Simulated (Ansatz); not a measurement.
# HfGe (model cell, started as zinc blende): from the cell to its phonons

Wanted: phonon frequencies of HfGe (model cell, started as zinc blende) and what follows from them.

Main program and level: Ansatz 0.2.0; DFT PBEsol, scalar-relativistic, plane waves, PAW.

The structure was built from a prototype and need not be the compound's stable phase.

## 1. The starting structure

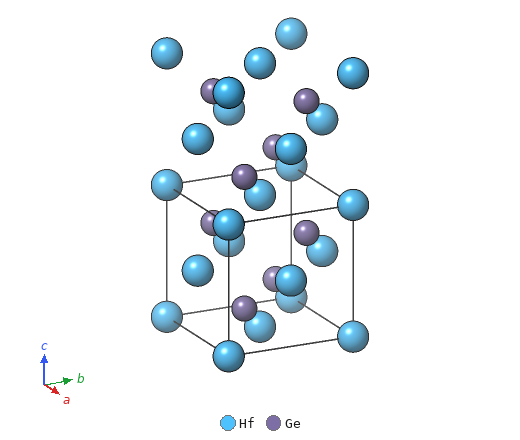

The cell as given, from a free direction (hafnium blue, germanium purple). 1×1×2 cells are drawn. This picture shows the conventional cell, with its axes. Some periodic images of atoms are drawn too.

Structure file:

```cif
data_structure
_symmetry_space_group_name_H-M 'F-43m'
_symmetry_Int_Tables_number 216
_cell_length_a 5.8830
_cell_length_b 5.8830
_cell_length_c 5.8830
_cell_angle_alpha 90.000
_cell_angle_beta 90.000
_cell_angle_gamma 90.000
_cell_volume 203.60
loop_
_atom_site_label
_atom_site_type_symbol
_atom_site_symmetry_multiplicity
_atom_site_Wyckoff_symbol
_atom_site_fract_x
_atom_site_fract_y
_atom_site_fract_z
_atom_site_occupancy
Hf1 Hf 4 a 0.00000 0.00000 0.00000 1
Ge1 Ge 4 d 0.25000 0.25000 0.75000 1
```

## 2. Bringing the structure to rest, k-mesh 12×12×12, smearing width 0.1 eV

The cell and atoms are relaxed, since residual forces and stress would shift the frequencies.

Contents of input.yaml:

```yaml
crystal:
  lattice:
    - [0.0, 2.94148, 2.94148]
    - [2.94148, 0.0, 2.94148]
    - [2.94148, 2.94148, 0.0]
  atoms:
    - { symbol: Hf, position: [0.0, 0.0, 0.0] }
    - { symbol: Ge, position: [0.25, 0.25, 0.25] }
kpoints:
  mp_grid: { grid: [12, 12, 12] }
hamiltonian:
  xc: pbesol
scf:
  occupations: { method: gaussian, width: 0.1 }
output:
  forces: true
  stress: true
  eigenvalues: true
  write_density: true
  write_potential: true
  elf: true
  volumetric_format: npy
relax:
  adjacent_minimum: "off"
  f_tol: 0.005
  max_steps: 80
  cell: { stress_tol: 0.05 }
```

Started as:

```
$ ansatz run input.yaml --threads 4 --pin off --max-ram 7168MiB --backend cpu --events-out ev --progress --plain --runs-dir out
```

Numbers of over 12 decimals in the logs are rounded to 6 here.

The program printed:

```text
Engine: ansatz 0.2.0, x86_64-unknown-linux-gnu
Pseudopotentials: kind: paw
Pseudopotential: Hf, paw, valence charge 26, recommended cutoff 420 eV (normal), Hf.paw.azcp
Pseudopotential: Ge, paw, valence charge 14, recommended cutoff 420 eV (normal), Ge.paw.azcp
Functional definition: PBEsol
  exchange = pbesol_x
  correlation = pbesol_c
Crystal: 2 atoms, lattice volume = 50.901 Å³
Basis set: ecut = 420 eV, 965 PW (Γ), exchange–correlation on 60×60×60 points (8 copies of the dense FFT grid, shifted against one another)
Bands: 24, of which v1, the nominal top of the filled ones, is band 20 counted from 1 (19 counted from 0)
Symmetry: 24 space group operations
Space group: F-43m (ITA 216), of the structure as read, at distance tolerance 3.7e-5 Å
k-points: 72 of 1728 (time reversal used)
Non-local potential: Hf, projectors of the file, l = 0: 3, l = 1: 2, l = 2: 2, l = 3: 3
Non-local potential: Ge, projectors of the file, l = 0: 2, l = 1: 2, l = 2: 3, l = 3: 1
PAW form: soft (Blöchl's): semilocal exchange-correlation on the pseudo side does not see the compensation charge
PAW frozen core: Hf, regenerated for the run's functional, and the local potential with it (the file was generated under x = pbe(κ = 0.804, μ = 0.219515), c = pbe(β = 0.066725))
PAW frozen core: Ge, regenerated for the run's functional, and the local potential with it (the file was generated under x = pbe(κ = 0.804, μ = 0.219515), c = pbe(β = 0.066725))
PAW one-centre angular grid: Hf, 590 points (default); XC on 64 Gauss nodes
PAW one-centre angular grid: Ge, 590 points (default); XC on 64 Gauss nodes
Initial density: superposition of atomic densities (neutral atoms: chi_scale 0, normalization atom), corrected by the library's trained network
Initial wavefunctions: pseudopotential atomic-orbital guess
Functional: x = pbesol(κ = 0.804, μ = 0.123457), c = pbesol(β = 0.046)
SCF iter   1: F=—  HF=-19850.630929 eV  |F-HF|=—  |Δ(HF+E_count)|=         —  Δρ=4.33e-3  dr2=1.12e-2  ethr=1.77e-3  ⟨swp⟩=4.9  Hψ=6271  notcnv=0
preconditioner: auto → Kerker (q_TF=auto, 2.621 Å⁻¹)  [metal: Δε(μ)=0.008 eV  Ē_g=18.736 eV  σ=0.100 eV  W_gap=0.04  n_scr=14 (ndim 8)  ℏωp=32.1 eV  f_vac=0.028  D(μ)=0.24/eV (n_scr^D=0)]
SCF iter   2: F=—  HF=-19850.629738 eV  |F-HF|=—  |Δ(HF+E_count)|=   1.19e-3  Δρ=2.54e-3  dr2=5.20e-3  ethr=2.81e-5  ⟨swp⟩=2.0  Hψ=2506  notcnv=0
SCF iter   3: F=—  HF=-19850.629017 eV  |F-HF|=—  |Δ(HF+E_count)|=   7.21e-4  Δρ=8.46e-4  dr2=5.97e-4  ethr=1.30e-5  ⟨swp⟩=2.2  Hψ=2136  notcnv=0
SCF iter   4: F=—  HF=-19850.628793 eV  |F-HF|=—  |Δ(HF+E_count)|=   2.25e-4  Δρ=5.52e-4  dr2=2.29e-4  ethr=1.49e-6  ⟨swp⟩=2.0  Hψ=3036  notcnv=0
SCF iter   5: F=—  HF=-19850.628772 eV  |F-HF|=—  |Δ(HF+E_count)|=   2.05e-5  Δρ=2.49e-4  dr2=4.58e-5  ethr=5.73e-7  ⟨swp⟩=2.0  Hψ=3092  notcnv=0
SCF iter   6: F=—  HF=-19850.628753 eV  |F-HF|=—  |Δ(HF+E_count)|=   1.91e-5  Δρ=9.89e-5  dr2=6.90e-6  ethr=1.15e-7  ⟨swp⟩=2.0  Hψ=2768  notcnv=0
SCF iter   7: F=—  HF=-19850.628756 eV  |F-HF|=—  |Δ(HF+E_count)|=   2.55e-6  Δρ=3.92e-5  dr2=1.21e-6  ethr=1.72e-8  ⟨swp⟩=2.0  Hψ=3075  notcnv=0
SCF iter   8: F=—  HF=-19850.628756 eV  |F-HF|=—  |Δ(HF+E_count)|=   6.93e-8  Δρ=1.11e-5  dr2=1.19e-7  ethr=3.03e-9  ⟨swp⟩=2.0  Hψ=2515  notcnv=0
SCF iter   9: F=-19850.628756 eV  HF=-19850.628756 eV  |F-HF|=5.64e-9  |Δ(HF+E_count)|=   1.40e-8  Δρ=4.32e-6  dr2=1.95e-8  ethr=2.50e-10  ⟨swp⟩=7.7  Hψ=10944  notcnv=0
SCF 1 converged in 9 iterations: F = -19850.628756 eV  dr2 = 1.95e-8
  greatest PAW one-centre occupation: 0.998 electrons in one spin orbital (limit 2), on the Hf atom at site 0 (counted from 0), in its partial waves of l = 3
relax step   1: F+E_penalty+E_count = -19850.62875574 eV  Δ(F+E_penalty+E_count) = +0.000e0 eV  max|allowed force component| = 2.220e-16 eV/Å  Δτ_max = 0.0000 Å  P = +5.480 GPa  Ω = 50.901 Å³  (9 SCF iters, dr2 threshold 1.00e-7 eV, accepted)
Crystal: 2 atoms, lattice volume = 55.924 Å³
Basis set: ecut = 420 eV, 1067 PW (Γ), exchange–correlation on 60×60×60 points (8 copies of the dense FFT grid, shifted against one another)
Initial density: handed on by an earlier stage of this run
Initial wavefunctions: those handed on with the density
iter 1 solved again at ethr=4.53e-5 eV; its pass at ethr=3.10e-3 eV (dr2=1.81e-2 eV) is discarded
SCF iter   1: F=—  HF=-19850.685146 eV  |F-HF|=—  |Δ(HF+E_count)|=         —  Δρ=4.64e-3  dr2=1.78e-2  ethr=4.53e-5  ⟨swp⟩=2.0  Hψ=9735  notcnv=0
preconditioner: auto → none  [insulator: Δε(μ)=0.149 eV  Ē_g=18.644 eV  σ=0.100 eV  W_gap=0.71  n_scr=14 (ndim 8)  ℏωp=30.6 eV  f_vac=0.072  D(μ)=0.08/eV (n_scr^D=0)  ε∞_Penn≈3.7]
SCF iter   2: F=—  HF=-19850.681185 eV  |F-HF|=—  |Δ(HF+E_count)|=   3.96e-3  Δρ=2.17e-3  dr2=3.88e-3  ethr=4.44e-5  ⟨swp⟩=2.0  Hψ=3141  notcnv=0
SCF iter   3: F=—  HF=-19850.680130 eV  |F-HF|=—  |Δ(HF+E_count)|=   1.06e-3  Δρ=1.01e-3  dr2=3.89e-4  ethr=9.71e-6  ⟨swp⟩=2.5  Hψ=3004  notcnv=0
SCF iter   4: F=—  HF=-19850.680128 eV  |F-HF|=—  |Δ(HF+E_count)|=   1.74e-6  Δρ=2.74e-4  dr2=2.37e-5  ethr=9.73e-7  ⟨swp⟩=2.0  Hψ=2628  notcnv=0
SCF iter   5: F=—  HF=-19850.680128 eV  |F-HF|=—  |Δ(HF+E_count)|=   5.32e-7  Δρ=8.89e-5  dr2=2.09e-6  ethr=5.93e-8  ⟨swp⟩=2.0  Hψ=3032  notcnv=0
SCF iter   6: F=—  HF=-19850.680129 eV  |F-HF|=—  |Δ(HF+E_count)|=   1.08e-6  Δρ=2.41e-5  dr2=1.36e-7  ethr=5.00e-10  ⟨swp⟩=7.9  Hψ=13929  notcnv=0
SCF iter   7: F=-19850.680130 eV  HF=-19850.680130 eV  |F-HF|=3.77e-9  |Δ(HF+E_count)|=   9.50e-8  Δρ=3.87e-6  dr2=6.97e-9  ethr=3.41e-10  ⟨swp⟩=9.6  Hψ=13586  notcnv=0
SCF 2 converged in 7 iterations: F = -19850.680130 eV  dr2 = 6.97e-9
relax step   2: F+E_penalty+E_count = -19850.68012955 eV  Δ(F+E_penalty+E_count) = -5.137e-2 eV  max|allowed force component| = 1.989e-16 eV/Å  Δτ_max = 0.0000 Å  P = -1.635 GPa  Ω = 55.924 Å³  energy of the carried Pulay correction = -8.930e-4 eV  (7 SCF iters, dr2 threshold 2.00e-7 eV, accepted)
Crystal: 2 atoms, lattice volume = 54.684 Å³
iter 1 solved again at ethr=1.78e-6 eV; its pass at ethr=3.10e-3 eV (dr2=7.10e-4 eV) is discarded
SCF iter   1: F=—  HF=-19850.687583 eV  |F-HF|=—  |Δ(HF+E_count)|=         —  Δρ=1.04e-3  dr2=7.87e-4  ethr=1.78e-6  ⟨swp⟩=2.4  Hψ=9484  notcnv=0
preconditioner: auto → Kerker (q_TF=auto, 2.590 Å⁻¹)  [metal: Δε(μ)=0.076 eV  Ē_g=18.613 eV  σ=0.100 eV  W_gap=0.41  n_scr=14 (ndim 8)  ℏωp=31.0 eV  f_vac=0.051  D(μ)=0.17/eV (n_scr^D=0)]
SCF iter   2: F=—  HF=-19850.687428 eV  |F-HF|=—  |Δ(HF+E_count)|=   1.55e-4  Δρ=5.67e-4  dr2=2.39e-4  ethr=1.78e-6  ⟨swp⟩=2.2  Hψ=2115  notcnv=0
SCF iter   3: F=—  HF=-19850.687377 eV  |F-HF|=—  |Δ(HF+E_count)|=   5.07e-5  Δρ=1.92e-4  dr2=3.26e-5  ethr=5.97e-7  ⟨swp⟩=2.0  Hψ=2545  notcnv=0
SCF iter   4: F=—  HF=-19850.687361 eV  |F-HF|=—  |Δ(HF+E_count)|=   1.68e-5  Δρ=1.06e-4  dr2=1.23e-5  ethr=8.14e-8  ⟨swp⟩=2.0  Hψ=3108  notcnv=0
SCF iter   5: F=—  HF=-19850.687361 eV  |F-HF|=—  |Δ(HF+E_count)|=   1.52e-7  Δρ=5.89e-5  dr2=3.50e-6  ethr=3.08e-8  ⟨swp⟩=2.0  Hψ=2722  notcnv=0
SCF iter   6: F=—  HF=-19850.687360 eV  |F-HF|=—  |Δ(HF+E_count)|=   9.25e-7  Δρ=2.17e-5  dr2=3.09e-7  ethr=8.75e-9  ⟨swp⟩=2.0  Hψ=3169  notcnv=0
SCF iter   7: F=-19850.687360 eV  HF=-19850.687360 eV  |F-HF|=9.05e-9  |Δ(HF+E_count)|=   1.42e-7  Δρ=9.09e-6  dr2=4.19e-8  ethr=5.00e-10  ⟨swp⟩=8.8  Hψ=13013  notcnv=0
SCF 3 converged in 7 iterations: F = -19850.687360 eV  dr2 = 4.19e-8
  Residual-converged pass: ⟨swp⟩=1.0  Hψ=2017  notcnv=0  max |occ|·‖R‖ = 7.0e-9 eV (tolerance 1.0e-8 eV)  dr2=4.19e-8  dr2_onsite=7.40e-9  max |Δocc| = 1.9e-10
relax step   3: F+E_penalty+E_count = -19850.68736001 eV  Δ(F+E_penalty+E_count) = -7.230e-3 eV  max|allowed force component| = 1.006e-16 eV/Å  Δτ_max = 0.0000 Å  P = -0.152 GPa  Ω = 54.684 Å³  energy of the carried Pulay correction = -6.804e-4 eV  (7 SCF iters, dr2 threshold 2.00e-7 eV, accepted)
[...]
relax step   4: F+E_penalty+E_count = -19850.68743895 eV  Δ(F+E_penalty+E_count) = -7.894e-5 eV  max|allowed force component| = 2.417e-16 eV/Å  Δτ_max = 0.0000 Å  P = +0.005 GPa  Ω = 54.560 Å³  energy of the carried Pulay correction = -6.588e-4 eV  (5 SCF iters, dr2 threshold 5.81e-8 eV, accepted)
Initial wavefunctions: pseudopotential atomic-orbital guess (no wavefunctions were taken with the density)
iter 1 solved again at ethr=9.47e-8 eV; its pass at ethr=3.10e-3 eV (dr2=3.79e-5 eV) is discarded
SCF iter   1: F=—  HF=-19850.684035 eV  |F-HF|=—  |Δ(HF+E_count)|=         —  Δρ=1.35e-3  dr2=3.39e-5  ethr=9.47e-8  ⟨swp⟩=3.0  Hψ=10415  notcnv=0
preconditioner: auto → Kerker (q_TF=auto, 2.591 Å⁻¹)  [metal: Δε(μ)=0.082 eV  Ē_g=18.628 eV  σ=0.100 eV  W_gap=0.44  n_scr=14 (ndim 8)  ℏωp=31.0 eV  f_vac=0.052  D(μ)=0.16/eV (n_scr^D=0)]
SCF iter   2: F=—  HF=-19850.687331 eV  |F-HF|=—  |Δ(HF+E_count)|=   3.30e-3  Δρ=6.85e-4  dr2=5.82e-6  ethr=8.47e-8  ⟨swp⟩=3.0  Hψ=2564  notcnv=0
SCF iter   3: F=—  HF=-19850.688068 eV  |F-HF|=—  |Δ(HF+E_count)|=   7.37e-4  Δρ=1.64e-4  dr2=6.17e-7  ethr=1.45e-8  ⟨swp⟩=2.0  Hψ=2528  notcnv=0
SCF iter   4: F=—  HF=-19850.688106 eV  |F-HF|=—  |Δ(HF+E_count)|=   3.82e-5  Δρ=4.21e-5  dr2=1.60e-7  ethr=1.54e-9  ⟨swp⟩=2.2  Hψ=2766  notcnv=0
SCF iter   5: F=—  HF=-19850.688108 eV  |F-HF|=—  |Δ(HF+E_count)|=   1.84e-6  Δρ=1.87e-5  dr2=8.63e-8  ethr=4.00e-10  ⟨swp⟩=2.0  Hψ=2241  notcnv=0
SCF iter   6: F=—  HF=-19850.688109 eV  |F-HF|=—  |Δ(HF+E_count)|=   3.58e-7  Δρ=6.37e-6  dr2=3.48e-8  ethr=2.16e-10  ⟨swp⟩=2.1  Hψ=2784  notcnv=0
SCF iter   7: F=—  HF=-19850.688109 eV  |F-HF|=—  |Δ(HF+E_count)|=   1.75e-8  Δρ=1.00e-6  dr2=6.21e-10  ethr=8.69e-11  ⟨swp⟩=2.0  Hψ=2012  notcnv=0
SCF iter   8: F=—  HF=-19850.688109 eV  |F-HF|=—  |Δ(HF+E_count)|=  5.82e-10  Δρ=3.12e-7  dr2=8.43e-11  ethr=1.55e-12  ⟨swp⟩=2.0  Hψ=2710  notcnv=0
SCF iter   9: F=-19850.688109 eV  HF=-19850.688109 eV  |F-HF|=1.82e-11  |Δ(HF+E_count)|=  1.46e-11  Δρ=1.05e-7  dr2=1.12e-11  ethr=1.00e-12  ⟨swp⟩=6.0  Hψ=8292  notcnv=0
SCF 5 converged in 9 iterations: F = -19850.688109 eV  dr2 = 1.12e-11
relax step   5: F+E_penalty+E_count = -19850.68810867 eV  Δ(F+E_penalty+E_count) = -6.697e-4 eV  max|allowed force component| = 2.209e-16 eV/Å  Δτ_max = 0.0000 Å  P = +0.009 GPa  Ω = 54.560 Å³  stress off target by 8.69e-3 GPa  SCF on the basis re-selected at this cell (its energy is not comparable with the rows above)  (9 SCF iters)
basis re-selected at this cell: Δ(F+E_penalty+E_count) = -6.697e-4 eV, ΔP = +0.004 GPa vs the last step (what re-selecting the basis moved, of the pressure what is left beyond the Pulay correction that the steps carried, after the strain that the cell walked since its last selection, with what the two solves' SCF thresholds leave and, on support functions, any second-order correction that the steps lacked; it is no m [...]
SCF converged after 9 iterations
Free energy (F): -19850.688109 eV
Harris-Foulkes:  -19850.688109 eV  (|F-HF|=1.82e-11)
Internal energy: -19850.687302 eV  (E = F + TS)
E sigma→0 (E₀):  -19850.687705 eV
Entropy (-TS):   -0.000807 eV (-0.404 meV/atom)
Fermi energy:    10.331726 eV
--- Per-component energies (eV) ---
  E_band       = -324.164861
  E_kinetic    = 533.718825
  E_local      = -9045.509945  (includes V_loc(G=0)·N_el)
  E_nonlocal   = -818.987939
  E_hartree    = 4113.150585
  E_xc         = -371.363155
  E_vxc        = -328.895125  (∫ρ·V_xc dr)
  E_paw        = -8784.694720  (= ΣΔE_a)
  E_vpaw       = 1109.208173  (= ΣTr[D̂ρ^β])
  E_aug_tail   = 0.000289  (compensation charges beyond the density's cutoff)
  E_ewald      = -5479.170270
  E_core_change = 2.169028  (= ΣΔE_core)
  E_smearing   = -0.000807  (= −TS)
  E_closure    = 0.000000  (closes the sum)
  Σ components = -19850.688109   (vs F -19850.688109, Δ=0.00e0)
--- Forces (eV/Å), atoms counted from 1 ---
  atom   1  Hf    -0.00000000    -0.00000000    -0.00000000
  atom   2  Ge     0.00000000     0.00000000     0.00000000
  max |Σ_I F_I| component: 2.98e-16 eV/Å
--- Stress (GPa, compression-positive) ---
        0.008687      -0.000000      -0.000000
       -0.000000       0.008687      -0.000000
       -0.000000      -0.000000       0.008687
  P = ⅓ Tr σ = 0.0087 GPa (0.087 kbar)
--- Band table (eV; the first three rows and the last of 72) ---
  k-point 0: bands = [... 16 lower, 1.3172, 8.9640, 8.9640, 8.9640, 12.0675, 12.0675, 13.7136, 17.7177]
  k-point 1: bands = [... 16 lower, 1.3896, 8.8013, 9.0008, 9.0008, 12.0280, 12.0280, 13.9940, 17.1525]
  k-point 2: bands = [... 16 lower, 1.5960, 8.4240, 9.0955, 9.0955, 11.9577, 11.9577, 14.6527, 15.9284]
  k-point 71: bands = [... 16 lower, 3.1270, 8.0999, 8.1937, 10.0286, 10.5917, 12.2421, 12.6602, 13.6458]
--- Relaxed structure (4 steps of the walk, 4 accepted, 1 SCFs on fresh bases) ---
  F+E_penalty+E_count = -19850.68810867 eV   max|allowed force component| = 2.209e-16 eV/Å   (the final SCF, on the basis selected at the relaxed cell)
  cell:  # Å, volume = 54.5597 Å³
    - [0, 3.010329, 3.010329]
    - [3.010329, 0, 3.010329]
    - [3.010329, 3.010329, 0]
  atoms:
    - { symbol: Hf, position: [0, 0, 0] }
    - { symbol: Ge, position: [0.25, 0.25, 0.25] }
```

Wall time 37 s (4 threads of Intel Xeon 6975P-C (Granite Rapids), shared host); peak memory 0.54 GiB; 94 s of CPU time.

The steps of the relaxation:

```tsv
step	energy less that of the first step (eV)	largest force component (eV/Å)	pressure (GPa)	volume (Å³)
1	0.0000	0.0000	5.48	50.90
2	-0.0514	0.0000	-1.64	55.92
3	-0.0586	0.0000	-0.15	54.68
4	-0.0587	0.0000	0.01	54.56
5*	-0.0594	0.0000	0.01	54.56
```

Relaxation steps marked * repeat the geometry before them on a plane-wave basis chosen anew for their cell, so energy and pressure can jump there.

Forces are held to the 24 operations that the run works with; a distortion that breaks them can't arise in this run.

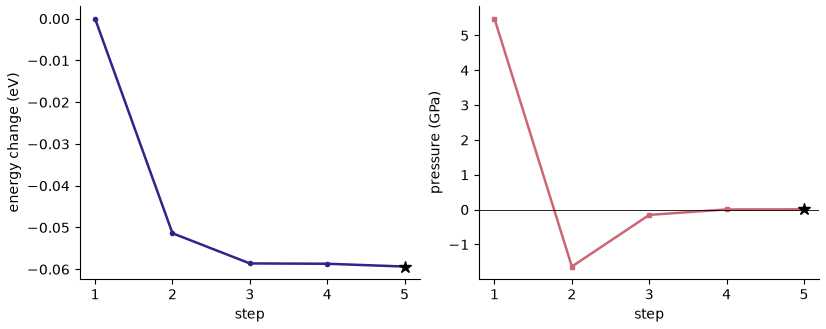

Energy and pressure along the relaxation. Stars mark steps on a basis chosen anew.

```tsv
conventional cell, symmetrised	before	after	change
a (Å)	5.883	6.021	+2.3 %
b (Å)	5.883	6.021	+2.3 %
c (Å)	5.883	6.021	+2.3 %
volume (Å³/atom)	25.45	27.28	+7.2 %
```

Final coordinates:

```xyz
2
Lattice="0.0000 3.0103 3.0103 3.0103 0.0000 3.0103 3.0103 3.0103 0.0000" Properties=species:S:1:pos:R:3 pbc="T T T"
Hf    0.0000    0.0000    0.0000
Ge    1.5052    1.5052    1.5052
```

Numbers from this step:

```yaml
pressure: 0.008687 GPa
volume_per_atom: 27.28 Å³
gap_on_the_k_mesh: 0.07712 eV
direct_gap_on_mesh: 0.07712 eV
```

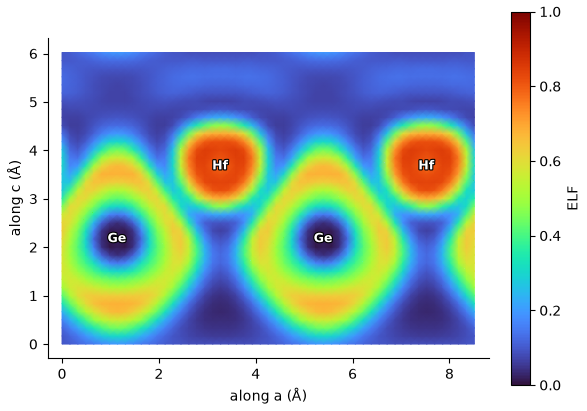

ELF in the ac plane of a cell with a along [110], b along [-110] and c along [001] of the cube at fractional y = 0.000, with atoms of Hf and Ge within 0.2 Å of it. It is the smooth field of the valence electrons, not physical close to the nuclei. The map starts off the cell's origin, so that atoms lie inside it.

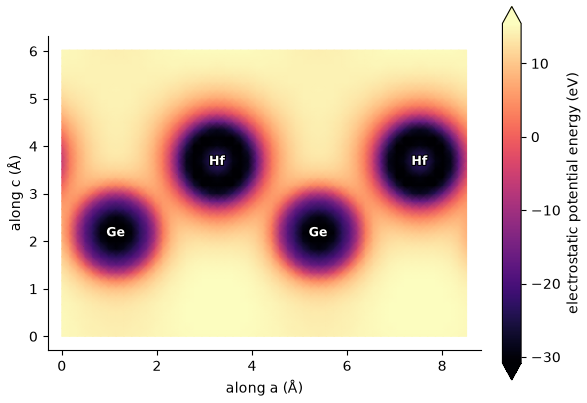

Electrostatic potential energy in the ac plane of a cell with a along [110], b along [-110] and c along [001] of the cube at fractional y = 0.000, with atoms of Hf and Ge within 0.2 Å of it. With pseudopotentials it is smooth inside the atoms' cores, unlike the true potential. The map starts off the cell's origin, so that atoms lie inside it.

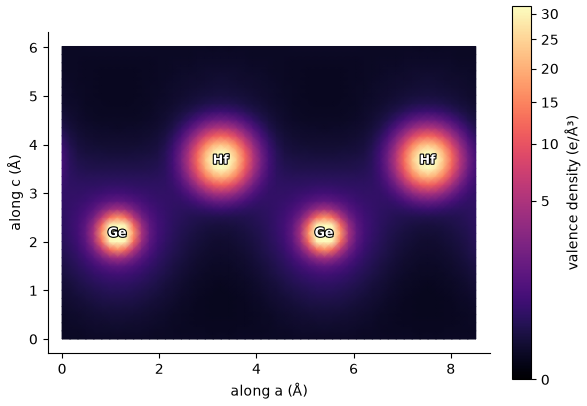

Valence density in the ac plane of a cell with a along [110], b along [-110] and c along [001] of the cube at fractional y = 0.000, with atoms of Hf and Ge within 0.2 Å of it. It is the smooth field of the valence electrons, not physical close to the nuclei. The map starts off the cell's origin, so that atoms lie inside it. The colour scale is stretched toward low values.

In this step the volume went from 25.45 to 27.28 Å³/atom.

## 3. Relaxation, k-mesh 10×10×10, smearing width 0.01 eV

The relaxation is repeated from its end, on the mesh and smearing that suit the cell and gap now reached.

input.yaml, the sections that differ from step 2:

```yaml
crystal:
  lattice:
    - [0.0, 3.0103292856, 3.0103292856]
    - [3.0103292856, 0.0, 3.0103292856]
    - [3.0103292856, 3.0103292856, 0.0]
  atoms:
    - { symbol: Hf, position: [0.0, 0.0, 0.0] }
    - { symbol: Ge, position: [0.25, 0.25, 0.25] }
kpoints:
  mp_grid: { grid: [10, 10, 10] }
scf:
  occupations: { method: gaussian, width: 0.01 }
output:
  forces: true
  stress: true
  eigenvalues: true
# hamiltonian, relax: as in step 2
```

The program printed:

```text
[...]
Crystal: 2 atoms, lattice volume = 54.560 Å³
Basis set: ecut = 420 eV, 1067 PW (Γ), exchange–correlation on 60×60×60 points (8 copies of the dense FFT grid, shifted against one another)
Bands: 24, of which v1, the nominal top of the filled ones, is band 20 counted from 1 (19 counted from 0)
Symmetry: 24 space group operations
[...]
k-points: 47 of 1000 (time reversal used)
[...]
k-point 46: bands = [... 16 lower, 3.1298, 7.7376, 8.6251, 10.0448, 10.5804, 12.2315, 12.6673, 13.6143]
--- Relaxed structure (1 steps of the walk, 1 accepted, 1 SCFs on fresh bases) ---
[...]
cell:  # Å, volume = 54.5597 Å³
    - [0.0, 3.0103292856, 3.0103292856]
    - [3.0103292856, 0.0, 3.0103292856]
    - [3.0103292856, 3.0103292856, 0.0]
  atoms:
    - { symbol: Hf, position: [0.0, 0.0, 0.0] }
    - { symbol: Ge, position: [0.25, 0.25, 0.25] }
[key lines of the parts left out:]
SCF converged after 5 iterations
Free energy (F): -19850.687867 eV
Fermi energy:    10.331829 eV
P = ⅓ Tr σ = 0.0245 GPa (0.245 kbar)
```

The job ended after 7.2 s (4 threads; peak memory 0.47 GiB; 14 s of CPU time).

Little changed from the start: no atom moved by 0.005 Å and no cell edge by 0.1 %.

Numbers from this step:

| Item | Value |
| --- | --- |
| pressure | 0.02446 GPa |
| gap on the k-mesh | 0.07564 eV |
| direct gap on mesh | 0.07564 eV |

In this step the volume went from 27.28 to 27.28 Å³/atom.

(Part 1 of 2 ends here.)

[Logs are printed without paths, hosts, clocks, repeated set-up lines and the standing remarks that a program may print on its own settings, such as how far it seeks lower states.]

[Hosts, paths, dates, database ids (printed as entryN), source tags and the programs' standing remarks are cut or masked in the printed files.]
